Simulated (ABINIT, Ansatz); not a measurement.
# Na3OBr (Pm-3m): bands and cutoff in G0W0 with ABINIT

Wanted: a converged G0W0 gap of Na3OBr (Pm-3m), or an estimate of the limit.

Method: PBEsol and many-body steps on it, plane waves, in ABINIT 10.8.3.

### Step 1. Set-up

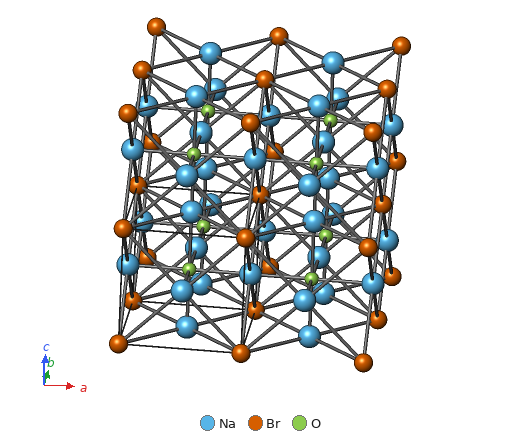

The starting structure, seen slightly off an axis (sodium blue, bromine orange, oxygen green). 2×2×2 cells are drawn. Some periodic images of atoms are drawn too.

Structure file:

```cif
data_structure
_symmetry_space_group_name_H-M 'Pm-3m'
_symmetry_Int_Tables_number 221
_cell_length_a 4.5331
_cell_length_b 4.5331
_cell_length_c 4.5331
_cell_angle_alpha 90.000
_cell_angle_beta 90.000
_cell_angle_gamma 90.000
_cell_volume 93.15
loop_
_atom_site_label
_atom_site_type_symbol
_atom_site_symmetry_multiplicity
_atom_site_Wyckoff_symbol
_atom_site_fract_x
_atom_site_fract_y
_atom_site_fract_z
_atom_site_occupancy
Na1 Na 3 c 0.00000 0.50000 0.50000 1
Br1 Br 1 a 0.00000 0.00000 0.00000 1
O1 O 1 b 0.50000 0.50000 0.50000 1
```

The cell and positions are those that the Materials Project relaxed with its own functionals (PBE, PBE+U or r2SCAN), kept fixed.

### Step 2. Empty states on the mesh, 2×2×2 mesh, 187 bands

This step: ABINIT 10.8.3; DFT, PBEsol, plane waves, norm-conserving pseudopotentials.

The sums over transitions need many empty states on a uniform mesh; this step solves for them.

File run.abi:

```
acell 3*1.0 Angstrom
rprim 
  4.533130000000 0.000000000000 0.000000000000
  0.000000000000 4.533130000000 0.000000000000
  0.000000000000 0.000000000000 4.533130000000
ntypat 3
znucl 11 35 8
natom 5
typat 1 1 1 2 3
xred 
  0.000000000000 0.500000000000 0.500000000000
  0.500000000000 0.000000000000 0.500000000000
  0.500000000000 0.500000000000 0.000000000000
  0.000000000000 0.000000000000 0.000000000000
  0.500000000000 0.500000000000 0.500000000000
pp_dirpath "pseudos"
pseudos "Na.upf, Br.upf, O.upf"
ecut 38
ngkpt 2 2 2
nshiftk 1
shiftk 0 0 0
kptopt 1
chksymbreak 0
iscf -2
irdden 1
istwfk *1
nband 187
nbdbuf 16
tolwfr 1e-09
nstep 60
prtvol 0
indata_prefix "in"
outdata_prefix "out"
tmpdata_prefix "tmp"
```

Started as:

```
$ OMP_NUM_THREADS=1 mpirun -n 4 abinit run.abi > log
```

Numbers of over 12 decimals in the logs are rounded to 6 here.

The log of the run:

```text
.Version 10.8.3 of ABINIT. v10.8.2 released Aug 2026.

 Symmetries : space group Pm -3 m (#221); Bravais cP (primitive cubic)
[... echo of the input left out ...]
== DATASET  1 ==================================================================
-   mpi_nproc: 4, omp_nthreads: 1 (-1 if OMP is not activated)

--- !DatasetInfo
iteration_state: {dtset: 1, }
dimensions: {natom: 5, nkpt: 4, mband: 187, nsppol: 1, nspinor: 1, nspden: 1, mpw: 7088, }
cutoff_energies: {ecut:  38.0, pawecutdg:  -1.0, }
[...]
2.72497    2.74790    2.74790    2.74790    2.76920    2.76920    2.76920    2.82376
   2.82376    2.82376    2.85584    2.85584    2.91065    2.91067    2.96552    2.96605
   2.96837    2.99037    3.00798
 prteigrs : prtvol=0 or 1, do not print more k-points.

== END DATASET(S) ==============================================================
================================================================================

 -outvars: echo values of variables after computation  --------
            nband         187
             nkpt           4
          spgroup         221
 [... the other variables as echoed above ...]

 Calculation completed.
```

Elapsed: 53 s, on 4 MPI ranks of Arm Neoverse V1, shared host; peak memory 0.42 GiB; 3.5 min of CPU time.

This step gave:

```
gap                                                           : 1.960 eV
k of the valence top                                          : 0, 0, 0
k of the conduction bottom                                    : 0, 0, 0
least direct gap                                              : 1.960 eV
k points computed                                             : 4
lowest point of the top converged band, above the valence top : 73.2231 eV
```

On this mesh the gap is 1.960 eV.

The density comes from a self-consistent run that is not shown.

### Step 3. Screening, 2×2×2 mesh, 38 bands, screening to 62.6 eV

The RPA dielectric matrix is built and inverted for each q.

This step: RPA screening on PBEsol, plane waves, norm-conserving pseudopotentials.

run.abi, as its differences from that of step 2:

```diff
@@ -23,10 +23,11 @@
 chksymbreak 0
-iscf -2
-irdden 1
 istwfk *1
-nband 187
-nbdbuf 16
-tolwfr 1e-09
-nstep 60
-prtvol 0
+occopt 1
+irdwfk 1
+optdriver 3
+nband 38
+ecuteps 2.3
+inclvkb 2
+awtr 1
+symchi 1
 indata_prefix "in"
```

The log of the run:

```text
.Version 10.8.3 of ABINIT. v10.8.2 released Aug 2026.

 Symmetries : space group Pm -3 m (#221); Bravais cP (primitive cubic)
[... echo of the input left out ...]
== DATASET  1 ==================================================================
-   mpi_nproc: 4, omp_nthreads: 1 (-1 if OMP is not activated)

--- !DatasetInfo
iteration_state: {dtset: 1, }
dimensions: {natom: 5, nkpt: 4, mband: 38, nsppol: 1, nspinor: 1, nspden: 1, mpw: 7088, }
cutoff_energies: {ecut:  38.0, pawecutdg:  -1.0, }
electrons: {nelect:   4.00000000E+01, charge:   0.00000000E+00, occopt:   1.00000000E+00, tsmear:   1.00000000E-02, }

 SCREENING: Calculation of the susceptibility and dielectric matrices

 Based on a program developped by R.W. Godby, V. Olevano, G. Onida, and L. Reining.
 Incorporated in ABINIT by V. Olevano, G.-M. Rignanese, and M. Torrent.
.Using double precision arithmetic ; gwpc =  8

[... cell and pseudopotentials left out ...]
--------------------------------------------------------------------------------

 ==== K-mesh for the wavefunctions ====
 Number of points in the irreducible wedge :     4
[... list of points left out ...]
 Together with 48 symmetry operations and time-reversal symmetry
 yields     8 points in the full Brillouin Zone.

 ==== Q-mesh for the screening function ====
 Number of points in the irreducible wedge :     4
[... list of points left out ...]
 Together with 48 symmetry operations and time-reversal symmetry
 yields     8 points in the full Brillouin Zone.

 setmesh: FFT mesh size selected  =    30x   30x   30
          total number of points  =        27000

 vcoul_init : cutoff-mode = AUXILIARY_FUNCTION
 q-points for optical limit:   1
     1)      0.000010    0.000020    0.000030

- screening: taking advantage of time-reversal symmetry
- Maximum band index for partially occupied states nbvw = 20
- Remaining bands to be divided among processors   nbcw = 18
- Number of bands treated by each node ~4

 Number of electrons calculated from density =   40.0000; Expected =   40.0000
 average of density, n =  0.063631
 r_s =    1.5539
 omega_plasma =   24.3327 [eV]

 calculating chi0 at frequencies [eV] :
  1    0.000000E+00    0.000000E+00
  2    0.000000E+00    2.433268E+01

--------------------------------------------------------------------------------
  q-point number  1        q = ( 0.000000, 0.000000, 0.000000) [r.l.u.]
--------------------------------------------------------------------------------
[... chi0 elements left out ...]
 For q-point:  0.000010 0.000020 0.000030
  dielectric constant =   4.3426
  dielectric constant without local fields =   4.7355

  Average fulfillment of the sum rule on Im[epsilon] for q-point    1 :     14.62  [%]
[... wings left out ...]
  q-point number  2        q = ( 0.500000, 0.000000, 0.000000) [r.l.u.]
--------------------------------------------------------------------------------
[... chi0 elements left out ...]
  Average fulfillment of the sum rule on Im[epsilon] for q-point    2 :     21.49  [%]

 [... 2 further q-points ...]
```

Wall time 5.1 s (4 MPI ranks); peak memory 0.61 GiB; 20 s of CPU time.

Numbers from this step:

```yaml
eps_infinity_with_local_fields_on_this_mesh_along_the_program_s_q_direction: 4.343
the_same_without_local_fields: 4.736
plasma_frequency: 24.33 eV
plane_waves_in_the_screening_matrix: 93
```

Local fields lower ε∞ by 8 %. On a Γ-centred mesh this coarse the value itself is usually too large, while a short band sum pulls it down.

### Step 4. 38 bands, 62.6 eV

The self-energy is evaluated for the states that the input lists, and the levels follow from it, in one-shot runs by the linearised quasiparticle equation.

This step: G0W0 on PBEsol, plane waves, norm-conserving pseudopotentials.

run.abi, as its differences from that of step 3:

```diff
@@ -26,8 +26,15 @@
 irdwfk 1
-optdriver 3
+optdriver 4
 nband 38
+gwcalctyp 0
+ecutsigx 38
+symsigma 1
+nkptgw 1
+kptgw 
+  0.0000000000 0.0000000000 0.0000000000
+bdgw 
+  18 23
 ecuteps 2.3
-inclvkb 2
-awtr 1
-symchi 1
+irdscr 1
+ppmodel 1
 indata_prefix "in"
```

The log of the run:

```text
.Version 10.8.3 of ABINIT. v10.8.2 released Aug 2026.

 Symmetries : space group Pm -3 m (#221); Bravais cP (primitive cubic)
[... echo of the input left out ...]
== DATASET  1 ==================================================================
-   mpi_nproc: 4, omp_nthreads: 1 (-1 if OMP is not activated)

--- !DatasetInfo
iteration_state: {dtset: 1, }
dimensions: {natom: 5, nkpt: 4, mband: 38, nsppol: 1, nspinor: 1, nspden: 1, mpw: 7088, }
cutoff_energies: {ecut:  38.0, pawecutdg:  -1.0, }
electrons: {nelect:   4.00000000E+01, charge:   0.00000000E+00, occopt:   1.00000000E+00, tsmear:   1.00000000E-02, }

 SIGMA: Calculation of the GW corrections

 Based on a program developped by R.W. Godby, V. Olevano, G. Onida, and L. Reining.
 Incorporated in ABINIT by V. Olevano, G.-M. Rignanese, and M. Torrent.
.Using double precision arithmetic ; gwpc =  8

[... cell and pseudopotentials left out ...]
--------------------------------------------------------------------------------

 ==== K-mesh for the wavefunctions ====
 Number of points in the irreducible wedge :     4
[... list of points left out ...]
 Together with 48 symmetry operations and time-reversal symmetry
 yields     8 points in the full Brillouin Zone.

 ==== Q-mesh for screening function ====
 Number of points in the irreducible wedge :     4
[... list of points left out ...]
 Together with 48 symmetry operations and time-reversal symmetry
 yields     8 points in the full Brillouin Zone.

 vcoul_init : cutoff-mode = AUXILIARY_FUNCTION
 q-points for optical limit:   1
     1)      0.000010    0.000020    0.000030
 setmesh: FFT mesh size selected  =    48x   48x   48
          total number of points  =       110592

 Number of electrons calculated from density =   40.0000; Expected =   40.0000
 average of density, n =  0.063631
 r_s =    1.5539
 omega_plasma =   24.3327 [eV]

 === KS Band Gaps ===
  >>>> For spin  1
   Minimum direct gap =   1.9597 [eV], located at k-point      :   0.0000  0.0000  0.0000
   Fundamental gap    =   1.9597 [eV], Top of valence bands at :   0.0000  0.0000  0.0000
                                       Bottom of conduction at :   0.0000  0.0000  0.0000
 SIGMA fundamental parameters:
 PLASMON POLE MODEL  1
 number of plane-waves for SigmaX                 7075
 number of plane-waves for SigmaC and W             93
 number of plane-waves for wavefunctions          7075
 number of bands                                    38
 number of independent spin polarizations            1
 number of spinorial components                      1
 number of k-points in IBZ                           4
 number of q-points in IBZ                           4
 number of symmetry operations                      48
 number of k-points in BZ                            8
 number of q-points in BZ                            8
 number of frequencies for dSigma/dE                 9
 frequency step for dSigma/dE [eV]                0.25
 number of omega for Sigma on real axis              0
 max omega for Sigma on real axis  [eV]           0.00
 zcut for avoiding poles [eV]                     0.10

 EPSILON^-1 parameters (SCR file):
 dimension of the eps^-1 matrix on file             93
 dimension of the eps^-1 matrix used                93
 number of plane-waves for wavefunctions          7075
 number of bands                                    38
 number of q-points in IBZ                           4
 number of frequencies                               2
 number of real frequencies                          1
 number of imag frequencies                          1

 matrix elements of self-energy operator (all in [eV])

 Perturbative Calculation

--- !SelfEnergy_ee
iteration_state: {dtset: 1, }
kpoint     : [   0.000,    0.000,    0.000, ]
spin       : 1
KS_gap     :    1.960
QP_gap     :    3.485
Delta_QP_KS:    1.525
data: !SigmaeeData |
     Band     E0 <VxcDFT>   SigX SigC(E0)      Z dSigC/dE  Sig(E)    E-E0       E
       18   1.551 -17.848 -23.042   4.742   0.735  -0.361 -18.180  -0.333   1.219
       19   1.551 -17.848 -23.042   4.742   0.735  -0.361 -18.180  -0.333   1.219
       20   1.551 -17.848 -23.042   4.742   0.735  -0.361 -18.180  -0.333   1.219
       21   3.511  -8.394  -4.327  -2.630   0.830  -0.205  -7.202   1.192   4.703
       22   6.438  -7.179  -2.942  -2.697   0.833  -0.201  -5.896   1.283   7.721
       23   6.438  -7.179  -2.942  -2.697   0.833  -0.201  -5.896   1.283   7.721

== END DATASET(S) ==============================================================
================================================================================

 -outvars: echo values of variables after computation  --------
           etotal      0.0000000000E+00
            nband          38
             nkpt           4
          spgroup         221
 [... the other variables as echoed above ...]

 Calculation completed.
```

It took 3.5 s on 4 MPI ranks; peak memory 0.73 GiB.

Numbers from this step:

```
G0W0 gap on the points computed              : 3.484 eV
starting gap on the mesh                     : 1.960 eV
k of the valence top                         : 0, 0, 0
k of the conduction bottom                   : 0, 0, 0
Z at the valence top                         : 0.735
Z at the conduction bottom                   : 0.83
least direct G0W0 gap on the computed points : 3.484 eV
```

The gap on the mesh goes from 1.96 eV to 3.48 eV, a correction of +1.52 eV.

### Step 5. Screening, 2×2×2 mesh, 81 bands, screening to 114.3 eV

This step: RPA screening on PBEsol, plane waves, norm-conserving pseudopotentials.

run.abi, as its differences from that of step 4:

```diff
@@ -26,15 +26,8 @@
 irdwfk 1
-optdriver 4
-nband 38
-gwcalctyp 0
-ecutsigx 38
-symsigma 1
-nkptgw 1
-kptgw 
-  0.0000000000 0.0000000000 0.0000000000
-bdgw 
-  18 23
-ecuteps 2.3
-irdscr 1
-ppmodel 1
+optdriver 3
+nband 81
+ecuteps 4.2
+inclvkb 2
+awtr 1
+symchi 1
 indata_prefix "in"
```

The log of the run:

```text
.Version 10.8.3 of ABINIT. v10.8.2 released Aug 2026.

 Symmetries : space group Pm -3 m (#221); Bravais cP (primitive cubic)
[... echo of the input left out ...]
== DATASET  1 ==================================================================
-   mpi_nproc: 4, omp_nthreads: 1 (-1 if OMP is not activated)

--- !DatasetInfo
iteration_state: {dtset: 1, }
dimensions: {natom: 5, nkpt: 4, mband: 81, nsppol: 1, nspinor: 1, nspden: 1, mpw: 7088, }
cutoff_energies: {ecut:  38.0, pawecutdg:  -1.0, }
electrons: {nelect:   4.00000000E+01, charge:   0.00000000E+00, occopt:   1.00000000E+00, tsmear:   1.00000000E-02, }

 SCREENING: Calculation of the susceptibility and dielectric matrices

 Based on a program developped by R.W. Godby, V. Olevano, G. Onida, and L. Reining.
 Incorporated in ABINIT by V. Olevano, G.-M. Rignanese, and M. Torrent.
.Using double precision arithmetic ; gwpc =  8

[... cell and pseudopotentials left out ...]
--------------------------------------------------------------------------------

 ==== K-mesh for the wavefunctions ====
 Number of points in the irreducible wedge :     4
[... list of points left out ...]
 Together with 48 symmetry operations and time-reversal symmetry
 yields     8 points in the full Brillouin Zone.

 ==== Q-mesh for the screening function ====
 Number of points in the irreducible wedge :     4
[... list of points left out ...]
 Together with 48 symmetry operations and time-reversal symmetry
 yields     8 points in the full Brillouin Zone.

 setmesh: FFT mesh size selected  =    32x   32x   32
          total number of points  =        32768

 vcoul_init : cutoff-mode = AUXILIARY_FUNCTION
 q-points for optical limit:   1
     1)      0.000010    0.000020    0.000030

- screening: taking advantage of time-reversal symmetry
- Maximum band index for partially occupied states nbvw = 20
- Remaining bands to be divided among processors   nbcw = 61
- Number of bands treated by each node ~15

 Number of electrons calculated from density =   40.0000; Expected =   40.0000
 average of density, n =  0.063631
 r_s =    1.5539
 omega_plasma =   24.3327 [eV]

 calculating chi0 at frequencies [eV] :
  1    0.000000E+00    0.000000E+00
  2    0.000000E+00    2.433268E+01

--------------------------------------------------------------------------------
  q-point number  1        q = ( 0.000000, 0.000000, 0.000000) [r.l.u.]
--------------------------------------------------------------------------------
[... chi0 elements left out ...]
 For q-point:  0.000010 0.000020 0.000030
  dielectric constant =   4.3663
  dielectric constant without local fields =   4.8423

  Average fulfillment of the sum rule on Im[epsilon] for q-point    1 :     35.52  [%]
[... wings left out ...]
  q-point number  2        q = ( 0.500000, 0.000000, 0.000000) [r.l.u.]
--------------------------------------------------------------------------------
[... chi0 elements left out ...]
  Average fulfillment of the sum rule on Im[epsilon] for q-point    2 :     41.52  [%]

 [... 2 further q-points ...]
```

It took 9.8 s on 4 MPI ranks; peak memory 0.8 GiB.

Numbers from this step:

```yaml
eps_infinity_with_local_fields_on_this_mesh_along_the_program_s_q_direction: 4.366
the_same_without_local_fields: 4.842
plasma_frequency: 24.33 eV
plane_waves_in_the_screening_matrix: 251
```

(Continued in part 2 of 2.)

[Paths, hosts, dates, memory and timing lines, banners, echoed tables and standing remarks are left out of the program output.]

[Logs are printed without paths, hosts, clocks, repeated set-up lines and the standing remarks that a program may print on its own settings, such as how far it seeks lower states.]

[Runs of the session that timed out or met a known fault of the program may be left out.]

[Hosts, paths, dates, database ids (printed as entryN), source tags and the programs' standing remarks are cut or masked in the printed files.]

[G0W0 gaps are taken among the corrected bands and points alone; a level outside them can change the order at an edge.]

[Where Ansatz stands beside ABINIT at settings called matched, ABINIT's density can come from a denser mesh and the files from another edition; pairs whose starting gaps differed by over 0.03 eV were left out, so agreement reads better than it is.]
